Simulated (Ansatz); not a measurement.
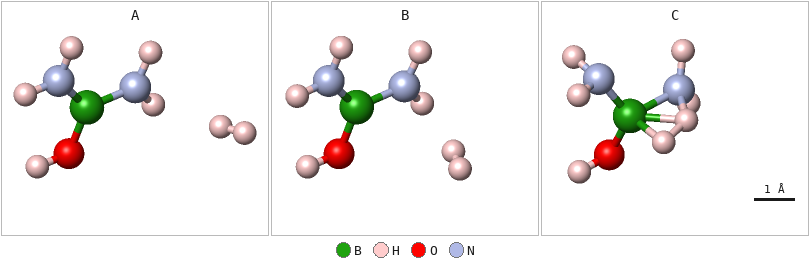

3 geometries from a converged minimum-energy path of BN$_{2}$H$_{7}$O, made up at the start of BNH4O and NH3, shuffled. The picture is a ball-and-stick view, seen at a tilt.

Computed with RHF/def2-SVP in Ansatz 0.2.0. Settings: 5 movable images; climbing image; force threshold 0.05 eV/Å; iteration limit 60; starting path through a guess of the saddle point.

**Which of them lies highest in energy?**

C. In order along the path, whose images run from 0 to 6: C (image 3, +57.3 kcal/mol), B (image 5, −9.3 kcal/mol), A (image 6, −9.7 kcal/mol). Breaking: B–H (1.21 → 4.36 Å), H–N (1.01 → 2.94 Å). Forming: B–N (3.49 → 1.42 Å), H–H (3.44 → 0.75 Å).

Limits of the set-up: the start holds two separate molecules, 3.0 Å apart at their closest, whose relative position is a soft coordinate and is computed without a dispersion correction; Hartree-Fock leaves out electron correlation.

Cost: 2.4 min on 1 thread of Arm Neoverse V2 (shared host), peak memory 0.16 GiB.
